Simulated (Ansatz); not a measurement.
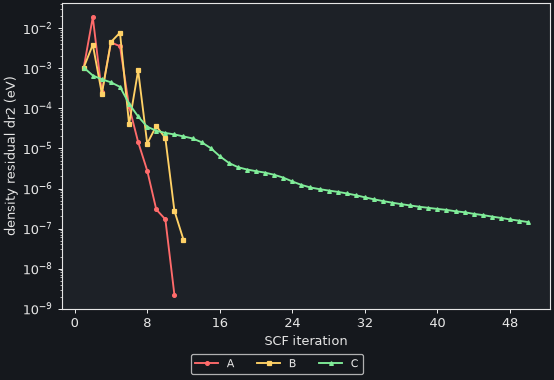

Several SCF runs on one cell, each with SCF settings of its own.
Er (P6_3/mmc, 2 atoms in the cell); Ansatz 0.2.0, DFT, PBE, PAW, plane waves, scalar-relativistic; cutoff 420 eV, 8×8×5 k-mesh, Fermi–Dirac smearing of 0.1 eV.
All start from atomic densities corrected by a trained network.
Iteration limit: 50.

A: Broyden, beta 0.3, history 4, no preconditioner
B: Broyden, beta 0.5, preconditioner ldos
C: Anderson, beta 0.02, history 2, no preconditioner

Which runs converged, and in how many iterations?

Run A converged in 11 iterations. Run B converged in 12 iterations. Run C stopped unconverged after 50 (slow but unfinished convergence, held open by the on-site residual, which isn't drawn).

The converged runs agree in energy within 1 meV per atom.
